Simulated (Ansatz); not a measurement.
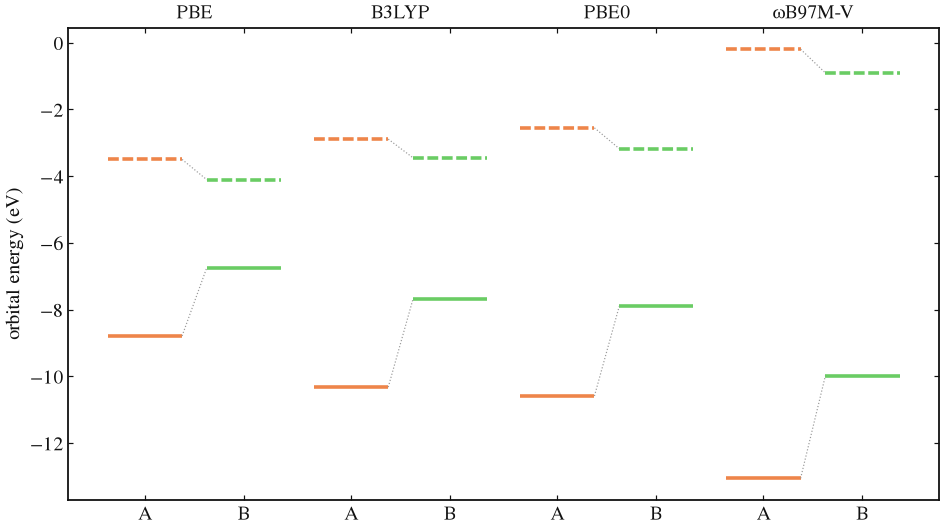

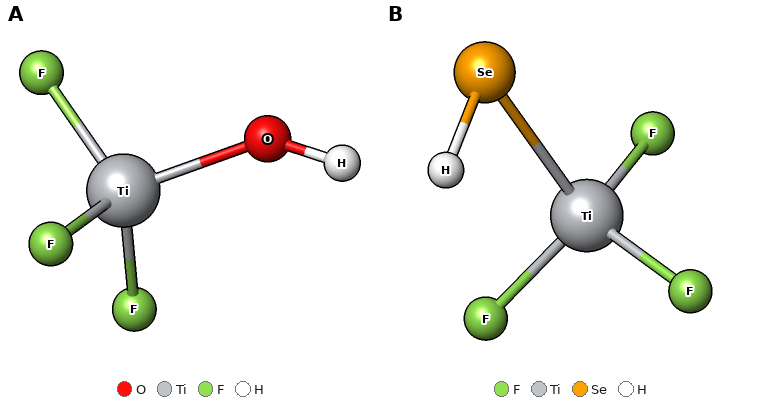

One change: A, TiHOF₃ (SMILES [OH][Ti]([F])([F])[F]), becomes B, TiHSeF₃ (SMILES [F][Ti]([F])([F])[SeH]). OH on Ti is replaced by SeH. HOMO (solid) and LUMO (dashed) computed in def2-TZVPP at PBE0-D4/def2-TZVP geometries, both minima by their frequencies, gas phase, the Ansatz code.

### What does the change do to HOMO and LUMO?

PBE: the HOMO rises by 2.05 eV, the LUMO falls by 0.61 eV, and the separation goes from 5.29 to 2.63 eV. B3LYP: the HOMO rises by 2.64 eV, the LUMO falls by 0.56 eV, and the separation goes from 7.43 to 4.24 eV. PBE0: the HOMO rises by 2.68 eV, the LUMO falls by 0.62 eV, and the separation goes from 8.04 to 4.73 eV. ωB97M-V: the HOMO rises by 3.07 eV, the LUMO falls by 0.71 eV, and the separation goes from 12.86 to 9.08 eV.

### Do the functionals agree on the effect?

They agree on the direction for both levels; the HOMO shift lies between 2.05 and 3.07 eV and the LUMO shift between −0.71 and −0.56 eV, while the separations themselves differ by up to 7.6 eV between functionals.
